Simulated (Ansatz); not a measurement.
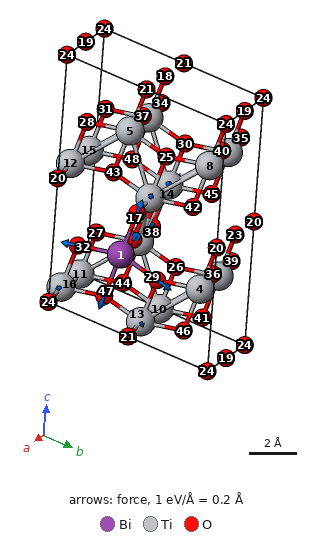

Starting geometry of a defect cell of composition Ti15BiO32 (cell charge −1) with the computed forces as blue arrows. A ball-and-stick model of the reduced cell (origin shifted), seen slightly off an axis. Lengths and directions refer to the drawn axes.

These are results of DFT, PBE, plane-wave PAW, default files, scalar-relativistic (Ansatz 0.2.0), not measurements.

The input:
```yaml
crystal:
  lattice:
    - [-3.7842, 3.7842, 9.5146]
    - [3.7842, -3.7842, 9.5146]
    - [3.7842, 3.7842, -9.5146]
  atoms:
    - { symbol: Bi, position: [0.0, 0.0, 0.0] }
    - { symbol: Ti, position: [0.0, 0.0, 0.5] }
    - { symbol: Ti, position: [0.0, 0.5, 0.0] }
    - { symbol: Ti, position: [0.0, 0.5, 0.5] }
    - { symbol: Ti, position: [0.5, 0.0, 0.0] }
    - { symbol: Ti, position: [0.5, 0.0, 0.5] }
    - { symbol: Ti, position: [0.5, 0.5, 0.0] }
    - { symbol: Ti, position: [0.5, 0.5, 0.5] }
    - { symbol: Ti, position: [0.375, 0.125, 0.25] }
    - { symbol: Ti, position: [0.375, 0.125, 0.75] }
    - { symbol: Ti, position: [0.375, 0.625, 0.25] }
    - { symbol: Ti, position: [0.375, 0.625, 0.75] }
    - { symbol: Ti, position: [0.875, 0.125, 0.25] }
    - { symbol: Ti, position: [0.875, 0.125, 0.75] }
    - { symbol: Ti, position: [0.875, 0.625, 0.25] }
    - { symbol: Ti, position: [0.875, 0.625, 0.75] }
    - { symbol: O, position: [0.10405, 0.10405, 0.0] }
    - { symbol: O, position: [0.10405, 0.10405, 0.5] }
    - { symbol: O, position: [0.10405, 0.60405, 0.0] }
    - { symbol: O, position: [0.10405, 0.60405, 0.5] }
    - { symbol: O, position: [0.60405, 0.10405, 0.0] }
    - { symbol: O, position: [0.60405, 0.10405, 0.5] }
    - { symbol: O, position: [0.60405, 0.60405, 0.0] }
    - { symbol: O, position: [0.60405, 0.60405, 0.5] }
    - { symbol: O, position: [0.47905, 0.22905, 0.25] }
    - { symbol: O, position: [0.47905, 0.22905, 0.75] }
    - { symbol: O, position: [0.47905, 0.72905, 0.25] }
    - { symbol: O, position: [0.47905, 0.72905, 0.75] }
    - { symbol: O, position: [0.97905, 0.22905, 0.25] }
    - { symbol: O, position: [0.97905, 0.22905, 0.75] }
    - { symbol: O, position: [0.97905, 0.72905, 0.25] }
    - { symbol: O, position: [0.97905, 0.72905, 0.75] }
    - { symbol: O, position: [0.27095, 0.02095, 0.25] }
    - { symbol: O, position: [0.27095, 0.02095, 0.75] }
    - { symbol: O, position: [0.27095, 0.52095, 0.25] }
    - { symbol: O, position: [0.27095, 0.52095, 0.75] }
    - { symbol: O, position: [0.77095, 0.02095, 0.25] }
    - { symbol: O, position: [0.77095, 0.02095, 0.75] }
    - { symbol: O, position: [0.77095, 0.52095, 0.25] }
    - { symbol: O, position: [0.77095, 0.52095, 0.75] }
    - { symbol: O, position: [0.39595, 0.39595, 0.0] }
    - { symbol: O, position: [0.39595, 0.39595, 0.5] }
    - { symbol: O, position: [0.39595, 0.89595, 0.0] }
    - { symbol: O, position: [0.39595, 0.89595, 0.5] }
    - { symbol: O, position: [0.89595, 0.39595, 0.0] }
    - { symbol: O, position: [0.89595, 0.39595, 0.5] }
    - { symbol: O, position: [0.89595, 0.89595, 0.0] }
    - { symbol: O, position: [0.89595, 0.89595, 0.5] }
total_charge: -1
kpoints:
  mp_grid: { grid: [4, 4, 4] }
scf:
  occupations: { method: fermi_dirac, width: 0.01 }
hamiltonian:
  xc: pbe
  pseudopotentials: { kind: paw }
output:
  forces: true
  stress: true
  populations: true
  efg:
    quadrupole_moments_barn: { Bi: -0.516, Ti: 0.247, O: -0.02558 }
    contact_densities: true
relax:
  f_tol: 0.03
  max_steps: 40
```

Launched with:
```bash
ansatz run input.yaml --threads 4 --pin off --max-ram 8192MiB --backend cpu --events-out ev --progress --plain --runs-dir out
```

**Is this structure relaxed? If not, where do the atoms go?**

It isn't relaxed: the largest force vector, on O atoms, is 3.95 eV/Å. The final displacements follow the starting forces only in part (cosine between the two patterns 0.71). The largest moves, 0.32 Å, are those of O17 and O47. O17 goes along [1 1 2]. Largest moves by element: O 0.32 Å, Ti 0.15 Å. Bi stays in place. The cell stays as it was. Some distances before and after: Bi1–O17 1.980 → 2.298 Å, Ti4–O46 1.980 → 2.207 Å, Bi1–O29 1.934 → 2.145 Å, Bi1–Ti13 3.039 → 3.175 Å. Bond angles that change, for instance: Bi1–O32–Ti4 156.2° → 145.6°, Ti4–O32–Ti16 101.9° → 112.1°, Ti9–O17–Ti14 156.2° → 166.1°. After 7 accepted moves (8 points after the start) the energy has fallen by 3.241 eV per cell of the calculation. Largest force component: 3.9 eV/Å at the start, 0.015 eV/Å at the end. 1 step only repeated the SCF at the same geometry. The run took 3.2 min on 4 threads of Intel(R) Xeon(R) 6975P-C (Granite Rapids), with other jobs on the host, peak memory 3.9 GiB.

Limits of the set-up: the periodic images lie only 7.6 Å apart, so the values are limited by the cell's size; the cell is charged, on a uniform background, and energies carry no finite-size correction.
